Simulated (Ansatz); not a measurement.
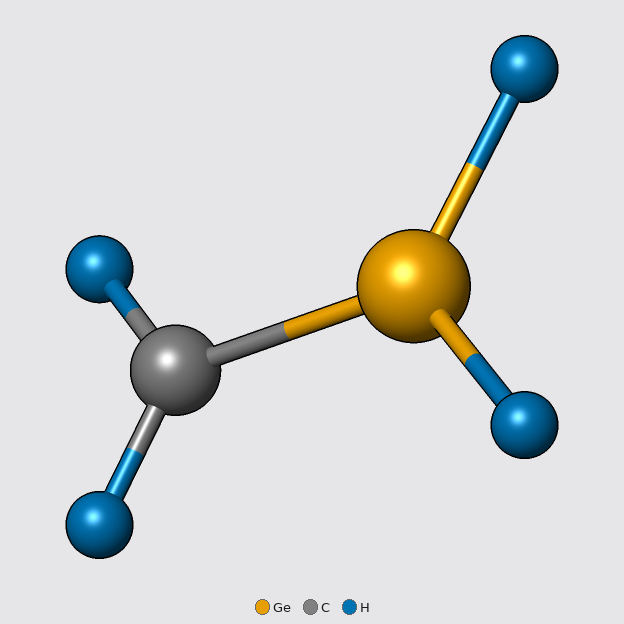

Harmonic vibrations computed with RKS PBE0-D4/def2-TZVP (Ansatz 0.2.0) at a stationary point of the same level.

Minimum or transition state?

Answer. A minimum: no imaginary frequency, and the lowest mode lies at 393 cm⁻¹.

List the wavenumbers.

Answer. 12 modes: 393, 458, 727, 749, 812, 845, 880, 1385, 2198, 2210, 3176, 3282 cm⁻¹.
